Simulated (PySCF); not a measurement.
Molecule: SMILES N#C[SiH2]CO. Atoms near the plane z = 0.6 Å, at the B3LYP/def2-SVP optimised geometry (x, y, z in Å): N1 (2.2, -1.0, 0.0), C2 (1.1, -1.0, 0.0), Si3 (-0.8, -0.9, 0.0), C4 (-1.2, 1.0, 0.2), H7 (-1.3, -1.7, 1.1), H8 (-0.9, 1.3, 1.2), H9 (-2.2, 1.1, 0.1).

Level of theory: PySCF with B3LYP/def2-TZVP. The values are rescaled to run from 0 to 1.

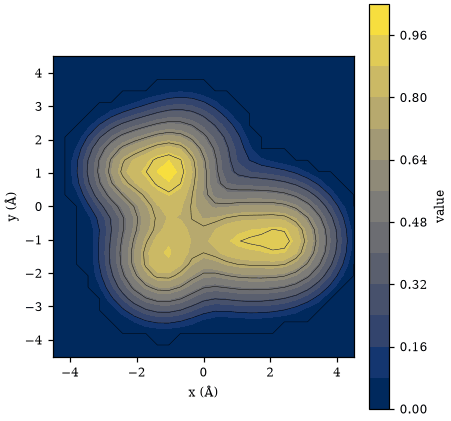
Fig. 1. a field on the plane z = 0.6 Å.

**Question.** Which quantity is mapped?
(A) electrostatic potential
(B) Laplacian of the electron density
(C) log10 of the electron density
(D) an orbital amplitude

**Answer.** C, log10 of the electron density. In full: log10 of the electron density (e/bohr³), floored at −4.
